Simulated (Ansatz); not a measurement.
**Geometry relaxation, with input and output: Zn₁₂H₂O (part 3 of 3)**

Zn₁₂H₂O (slab, 15 atoms in the cell); DFT PBE-D3(BJ), scalar-relativistic, plane waves, PAW, no spin polarisation (Ansatz 0.2.0); cutoff 420 eV, 5×5×1 k-mesh, Gaussian smearing of 0.05 eV. The input holds or restrains some coordinates. It belongs to a series of runs on one base structure; here: end point A relaxed.

Geometry of the input (Å; fractional positions):
```
5.3200  0.0000  0.0000
2.6600  4.6073  0.0000
0.0000  0.0000  17.9370
Zn 0.0000  0.0000  0.0558
Zn 0.5000  0.0000  0.0558
Zn -0.0000  0.5000  0.0558
Zn 0.5000  0.5000  0.0558
Zn -0.1667  0.3333  0.1934
Zn 0.3333  0.3333  0.1934
Zn -0.1667  0.8333  0.1934
Zn 0.3333  0.8333  0.1934
Zn 0.0000  0.0000  0.3310
Zn 0.5000  0.0000  0.3310
Zn -0.0000  0.5000  0.3310
Zn 0.5000  0.5000  0.3310
O  0.4757  0.7673  0.4090
H  0.6791  0.6586  0.4202
H  0.4197  0.9649  0.4202
```

Trajectory as extended XYZ, continued:
```
15
Lattice="5.3200 0.0000 0.0000 2.6600 4.6073 0.0000 0.0000 0.0000 17.9370" Properties=species:S:1:pos:R:3:forces:R:3 step=6 energy=-40430.12043
Zn    0.0000    0.0000    1.0000    0.0379  -0.0038  -0.0554
Zn    2.6600    0.0000    1.0000   -0.0393  -0.0273  -0.0300
Zn    1.3300    2.3036    1.0000   -0.0257   0.0066  -0.0819
Zn    3.9900    2.3036    1.0000    0.0201   0.0455  -0.0603
Zn   -0.0092    1.5479    3.3048    0.0104  -0.0130  -0.0108
Zn    2.6606    1.5465    3.2726   -0.0062   0.0102   0.0138
Zn    1.3245    3.8457    3.2896    0.0297  -0.0034  -0.0348
Zn    3.9846    3.8396    3.3461   -0.0209  -0.0009  -0.0971
Zn   -0.0198    0.0260    5.5854    0.0327  -0.0180   0.0458
Zn    2.6724    0.0212    5.5259    0.0294   0.0357  -0.0522
Zn    1.3593    2.2967    5.5722   -0.0403   0.0377   0.0094
Zn    3.9880    2.3193    5.6879    0.0270   0.0348   0.0212
O     4.6113    3.3680    8.1402    0.9648   0.5481   0.0838
H     5.5800    3.1503    8.0564   -0.8352   0.0687   0.1219
H     4.6292    4.3540    8.0102   -0.1843  -0.7203   0.1262
15
Lattice="5.3200 0.0000 0.0000 2.6600 4.6073 0.0000 0.0000 0.0000 17.9370" Properties=species:S:1:pos:R:3:forces:R:3 step=7 energy=-40430.19471
Zn    0.0000    0.0000    1.0000    0.0375   0.0059  -0.0422
Zn    2.6600    0.0000    1.0000   -0.0279  -0.0103  -0.0178
Zn    1.3300    2.3036    1.0000   -0.0134   0.0077  -0.0536
Zn    3.9900    2.3036    1.0000    0.0187   0.0379  -0.0563
Zn   -0.0010    1.5548    3.3140    0.0116  -0.0075   0.0030
Zn    2.6682    1.5544    3.2926   -0.0090   0.0035   0.0166
Zn    1.3336    3.8551    3.2984    0.0163  -0.0010  -0.0081
Zn    3.9943    3.8483    3.3448   -0.0099   0.0016  -0.0584
Zn   -0.0004    0.0373    5.6048    0.0227  -0.0144   0.0398
Zn    2.6830    0.0360    5.5666    0.0217   0.0264  -0.0526
Zn    1.3634    2.3187    5.5922   -0.0238   0.0261   0.0094
Zn    4.0045    2.3360    5.7182    0.0080   0.0195   0.0364
O     4.5722    3.2585    8.3030    0.3133   0.1902   0.0255
H     5.5228    3.0484    8.1781   -0.2967   0.0294   0.0816
H     4.5453    4.2232    8.1190   -0.0685  -0.3156   0.0780
15
Lattice="5.3200 0.0000 0.0000 2.6600 4.6073 0.0000 0.0000 0.0000 17.9370" Properties=species:S:1:pos:R:3:forces:R:3 step=8 energy=-40430.23086
Zn    0.0000    0.0000    1.0000    0.0348   0.0174  -0.0394
Zn    2.6600    0.0000    1.0000   -0.0139   0.0061  -0.0109
Zn    1.3300    2.3036    1.0000   -0.0029   0.0090  -0.0328
Zn    3.9900    2.3036    1.0000    0.0179   0.0277  -0.0598
Zn    0.0077    1.5602    3.3244    0.0088   0.0040   0.0192
Zn    2.6746    1.5622    3.3129   -0.0069  -0.0017   0.0175
Zn    1.3439    3.8641    3.3069   -0.0010   0.0005   0.0203
Zn    4.0029    3.8563    3.3381    0.0021   0.0028  -0.0009
Zn    0.0224    0.0478    5.6331   -0.0040   0.0037   0.0103
Zn    2.6954    0.0537    5.6006    0.0129   0.0258  -0.0473
Zn    1.3646    2.3445    5.6161    0.0163  -0.0031   0.0003
Zn    4.0216    2.3552    5.7492   -0.0169  -0.0121   0.0411
O     4.5181    3.1341    8.4220    0.0341  -0.0296   0.0559
H     5.4732    2.9663    8.3355    0.0164  -0.0745   0.0289
H     4.4573    4.0866    8.2277   -0.0977   0.0241  -0.0019
15
Lattice="5.3200 0.0000 0.0000 2.6600 4.6073 0.0000 0.0000 0.0000 17.9370" Properties=species:S:1:pos:R:3:forces:R:3 step=9 energy=-40430.24998
Zn    0.0000    0.0000    1.0000    0.0309   0.0264  -0.0264
Zn    2.6600    0.0000    1.0000   -0.0090   0.0121   0.0071
Zn    1.3300    2.3036    1.0000   -0.0041   0.0071  -0.0116
Zn    3.9900    2.3036    1.0000    0.0196   0.0209  -0.0667
Zn    0.0093    1.5645    3.3430   -0.0027   0.0040   0.0004
Zn    2.6747    1.5665    3.3272    0.0013   0.0053  -0.0031
Zn    1.3460    3.8685    3.3177    0.0016  -0.0044   0.0129
Zn    4.0031    3.8580    3.3425   -0.0025  -0.0021   0.0057
Zn    0.0258    0.0502    5.6535   -0.0027   0.0029   0.0132
Zn    2.6953    0.0609    5.5955   -0.0017  -0.0167   0.0412
Zn    1.3633    2.3524    5.6311    0.0007   0.0004   0.0182
Zn    4.0185    2.3560    5.8081    0.0094  -0.0093   0.0126
O     4.4734    3.0012    8.5406   -0.0053   0.0372  -0.0609
H     5.4370    2.8811    8.4629   -0.0466   0.0092   0.0180
H     4.3415    3.9265    8.2586    0.0110  -0.0926   0.0396
15
Lattice="5.3200 0.0000 0.0000 2.6600 4.6073 0.0000 0.0000 0.0000 17.9370" Properties=species:S:1:pos:R:3:forces:R:3 step=10 energy=-40430.26128
Zn    0.0000    0.0000    1.0000    0.0269   0.0245   0.0021
Zn    2.6600    0.0000    1.0000   -0.0031   0.0124   0.0262
Zn    1.3300    2.3036    1.0000   -0.0009   0.0046   0.0170
Zn    3.9900    2.3036    1.0000    0.0172   0.0132  -0.0526
Zn    0.0110    1.5610    3.3612    0.0028  -0.0017  -0.0026
Zn    2.6764    1.5629    3.3494   -0.0022  -0.0063  -0.0037
Zn    1.3487    3.8649    3.3382   -0.0038  -0.0019   0.0084
Zn    4.0052    3.8542    3.3551    0.0018   0.0076   0.0171
Zn    0.0324    0.0395    5.6867   -0.0087   0.0062  -0.0139
Zn    2.6963    0.0484    5.6396   -0.0040  -0.0019   0.0198
Zn    1.3630    2.3472    5.6645    0.0165  -0.0145   0.0034
Zn    4.0235    2.3424    5.8447   -0.0087  -0.0145   0.0075
O     4.3801    2.8596    8.5887   -0.0613   0.0333  -0.0629
H     5.3493    2.7789    8.5633   -0.0010   0.0124   0.0005
H     4.2227    3.7840    8.3187    0.0284  -0.0733   0.0337
15
Lattice="5.3200 0.0000 0.0000 2.6600 4.6073 0.0000 0.0000 0.0000 17.9370" Properties=species:S:1:pos:R:3:forces:R:3 step=11 energy=-40430.26787
Zn    0.0000    0.0000    1.0000    0.0235   0.0148   0.0206
Zn    2.6600    0.0000    1.0000   -0.0027   0.0067   0.0337
Zn    1.3300    2.3036    1.0000    0.0015   0.0002   0.0300
Zn    3.9900    2.3036    1.0000    0.0129   0.0086  -0.0401
Zn    0.0105    1.5508    3.3658   -0.0015   0.0028  -0.0058
Zn    2.6748    1.5511    3.3587    0.0042  -0.0006  -0.0110
Zn    1.3469    3.8547    3.3486   -0.0052  -0.0043  -0.0067
Zn    4.0046    3.8467    3.3640    0.0014  -0.0046   0.0058
Zn    0.0281    0.0209    5.6900   -0.0024  -0.0017  -0.0131
Zn    2.6901    0.0258    5.6658   -0.0054  -0.0133   0.0049
Zn    1.3616    2.3258    5.6756   -0.0058  -0.0010   0.0036
Zn    4.0174    2.3162    5.8468    0.0006   0.0170   0.0278
O     4.2485    2.7164    8.5786    0.0224   0.3319  -0.0723
H     5.2197    2.6475    8.6198   -0.0580  -0.0302  -0.0138
H     4.1053    3.6733    8.4154    0.0145  -0.3262   0.0364
15
Lattice="5.3200 0.0000 0.0000 2.6600 4.6073 0.0000 0.0000 0.0000 17.9370" Properties=species:S:1:pos:R:3:forces:R:3 step=13 energy=-40430.27463
Zn    0.0000    0.0000    1.0000    0.0161   0.0066   0.0201
Zn    2.6600    0.0000    1.0000   -0.0098   0.0026   0.0237
Zn    1.3300    2.3036    1.0000   -0.0020  -0.0079   0.0229
Zn    3.9900    2.3036    1.0000    0.0049   0.0035  -0.0487
Zn    0.0004    1.5400    3.3597    0.0012  -0.0019   0.0023
Zn    2.6657    1.5396    3.3559   -0.0016  -0.0011   0.0048
Zn    1.3349    3.8421    3.3441   -0.0026   0.0000  -0.0005
Zn    3.9945    3.8356    3.3609   -0.0005   0.0031   0.0049
Zn    0.0066    0.0039    5.6760   -0.0021   0.0022  -0.0082
Zn    2.6674    0.0045    5.6712   -0.0016   0.0038  -0.0035
Zn    1.3373    2.3087    5.6734    0.0040  -0.0055  -0.0038
Zn    3.9927    2.2986    5.8389   -0.0071  -0.0086   0.0162
O     4.1042    2.5503    8.5292    0.1380   0.0606  -0.0382
H     5.0776    2.4934    8.5620   -0.0944  -0.0384   0.0009
H     3.9493    3.5021    8.3867   -0.0424  -0.0186   0.0074
15
Lattice="5.3200 0.0000 0.0000 2.6600 4.6073 0.0000 0.0000 0.0000 17.9370" Properties=species:S:1:pos:R:3:forces:R:3 step=14 energy=-40430.27637
Zn    0.0000    0.0000    1.0000    0.0141   0.0051   0.0160
Zn    2.6600    0.0000    1.0000   -0.0152   0.0017   0.0199
Zn    1.3300    2.3036    1.0000   -0.0053  -0.0111   0.0170
Zn    3.9900    2.3036    1.0000    0.0015   0.0026  -0.0518
Zn   -0.0054    1.5370    3.3570   -0.0024   0.0003  -0.0006
Zn    2.6599    1.5370    3.3534    0.0008   0.0013   0.0005
Zn    1.3280    3.8389    3.3394    0.0011   0.0008  -0.0013
Zn    3.9882    3.8331    3.3592   -0.0006  -0.0012  -0.0005
Zn   -0.0046   -0.0005    5.6659    0.0013   0.0006  -0.0021
Zn    2.6571   -0.0001    5.6607   -0.0003  -0.0026   0.0027
Zn    1.3271    2.3025    5.6663    0.0005   0.0029  -0.0045
Zn    3.9796    2.2927    5.8362    0.0008  -0.0039   0.0116
O     4.0975    2.5298    8.4682    0.0596   0.0250  -0.0165
H     5.0708    2.4813    8.4895   -0.0382  -0.0155   0.0020
H     3.9255    3.4835    8.3647   -0.0178  -0.0061   0.0071
15
Lattice="5.3200 0.0000 0.0000 2.6600 4.6073 0.0000 0.0000 0.0000 17.9370" Properties=species:S:1:pos:R:3:forces:R:3 step=15 energy=-40430.27672
Zn    0.0000    0.0000    1.0000    0.0164   0.0061   0.0140
Zn    2.6600    0.0000    1.0000   -0.0158   0.0021   0.0185
Zn    1.3300    2.3036    1.0000   -0.0050  -0.0111   0.0160
Zn    3.9900    2.3036    1.0000    0.0021   0.0037  -0.0558
Zn   -0.0054    1.5383    3.3564    0.0020  -0.0009   0.0031
Zn    2.6611    1.5384    3.3530   -0.0010  -0.0028   0.0027
Zn    1.3293    3.8403    3.3376   -0.0006   0.0007   0.0031
Zn    3.9891    3.8333    3.3593    0.0018   0.0025   0.0027
Zn   -0.0010    0.0010    5.6646   -0.0002   0.0010  -0.0027
Zn    2.6600    0.0002    5.6605    0.0006   0.0061  -0.0044
Zn    1.3306    2.3051    5.6623    0.0037  -0.0038  -0.0038
Zn    3.9830    2.2931    5.8465   -0.0031  -0.0010   0.0030
O     4.1252    2.5354    8.4392   -0.0122   0.0305   0.0103
H     5.0982    2.5040    8.4623    0.0095  -0.0034  -0.0054
H     3.9311    3.4890    8.3783    0.0019  -0.0297  -0.0014
15
Lattice="5.3200 0.0000 0.0000 2.6600 4.6073 0.0000 0.0000 0.0000 17.9370" Properties=species:S:1:pos:R:3:forces:R:3 step=16 energy=-40430.27682
Zn    0.0000    0.0000    1.0000    0.0169   0.0061   0.0162
Zn    2.6600    0.0000    1.0000   -0.0155   0.0022   0.0201
Zn    1.3300    2.3036    1.0000   -0.0045  -0.0114   0.0183
Zn    3.9900    2.3036    1.0000    0.0025   0.0037  -0.0544
Zn   -0.0044    1.5382    3.3579   -0.0019   0.0017  -0.0027
Zn    2.6620    1.5379    3.3542    0.0020   0.0022  -0.0042
Zn    1.3301    3.8404    3.3386    0.0002  -0.0010  -0.0010
Zn    3.9902    3.8336    3.3608   -0.0005  -0.0031  -0.0024
Zn   -0.0007    0.0013    5.6633    0.0009  -0.0023   0.0047
Zn    2.6607    0.0012    5.6590   -0.0007  -0.0051   0.0041
Zn    1.3317    2.3044    5.6601   -0.0031   0.0028   0.0042
Zn    3.9825    2.2925    5.8517    0.0027   0.0041  -0.0030
O     4.1290    2.5311    8.4482   -0.0048   0.0249  -0.0015
H     5.1027    2.5064    8.4549    0.0021  -0.0003  -0.0011
H     3.9275    3.4828    8.3840    0.0037  -0.0244   0.0027
```

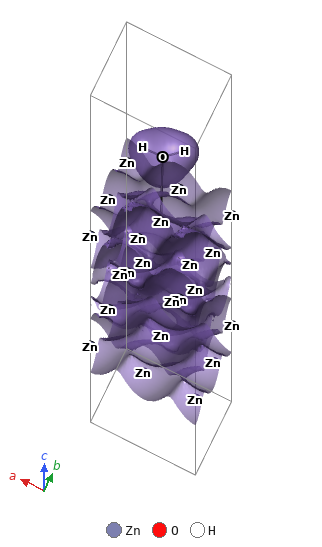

Figure 1. Isosurface of the valence charge density (pseudo) at 0.2 e/Å³ (purple), seen at an oblique angle. Sticks mark near contacts. At this value the density is joined into sheets; it holds about 90 % of the electrons treated as valence. It is pinched off along the Zn–O (2.61 Å) contacts. On the grid the lowest density along these lines, outside the cores, is 2.2 e/Å³ (O–H, 0.97 Å) and 0.14 e/Å³ (Zn–O, 2.61 Å). The fields are those of the smooth PAW valence density.

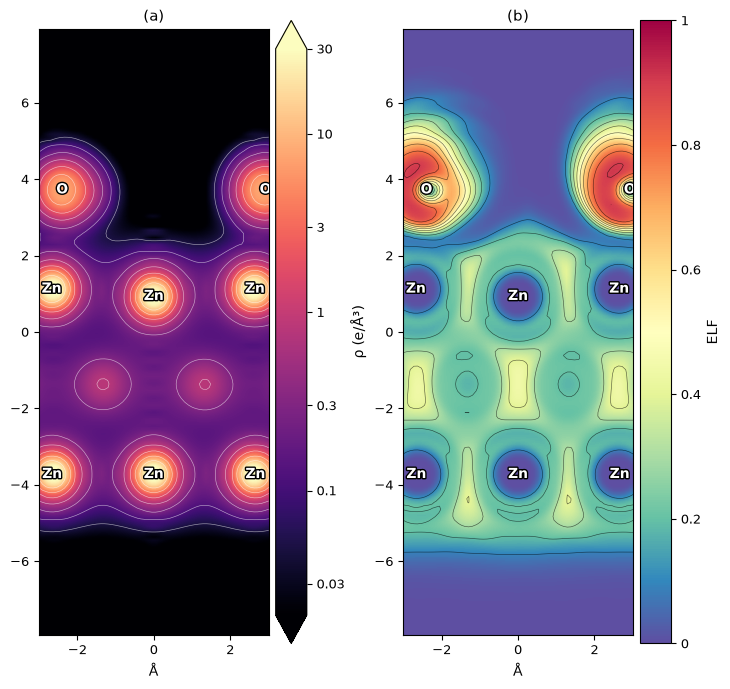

Figure 2. (a) valence pseudo-density; (b) electron localisation function on the (100) plane of the calculation cell, a cut from vacuum to vacuum. The section cuts through Zn and O sites. The density dies away to nearly zero in the vacuum.

Summary:

- outcome: converged under the restraints of the input
- electrons treated: 152
- free energy: −40430.2768 eV
- Fermi energy: 2.678 eV
- final volume: 439.65 Å³
- largest force (length of the vector) at the end, held atoms and coordinates included: 0.055 eV/Å
- hardware: 4 threads of AMD EPYC (Zen 5), 16 GiB of memory available, shared host
- wall time: 75 s (CPU time 4.9 min)
- peak memory: 1.5 GiB

Notes:

The program warns: the exchange-correlation potential is rough where the density is thin.
